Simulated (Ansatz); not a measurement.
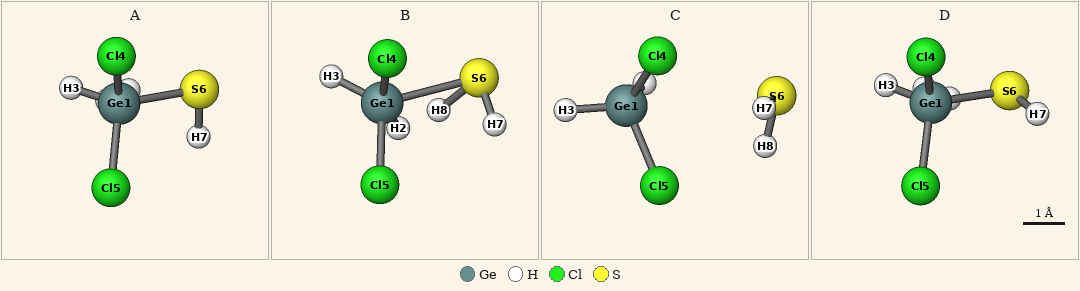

4 geometries from a converged minimum-energy path of GeH$_{4}$SCl$_{2}$, made up at the start of GeH2Cl2 and H₂S, shuffled. A ball-and-stick model, seen at a tilt.

Theory: RKS B3LYP-D4/def2-SVP (Ansatz 0.2.0). Set-up: 9 movable images; climbing image; force threshold 0.05 eV/Å; iteration limit 31; starting path through a guess of the saddle point.

Q: Which frame is the transition state?

A: B. In order along the path, whose images run from 0 to 10: C (image 1, +2.5 kJ/mol), B (image 5, +219.2 kJ/mol), A (image 7, −7.8 kJ/mol), D (image 8, −9.3 kJ/mol). Breaking: Ge1–H2 (1.53 → 1.79 at the top → 3.82 Å), S6–H8 (1.35 → 1.58 at the top → 3.19 Å). Forming: Ge1–S6 (3.86 → 2.58 at the top → 2.22 Å), H2–H8 (3.42 → 1.11 at the top → 0.76 Å).

Limits of the set-up: the start holds two separate molecules, 2.9 Å apart at their closest, whose relative position is a soft coordinate.

Cost: 14 min on 2 threads of Intel(R) Xeon(R) Platinum 8259CL CPU @ 2.50GHz (Skylake/Cascade Lake) (shared host), peak memory 0.3 GiB.
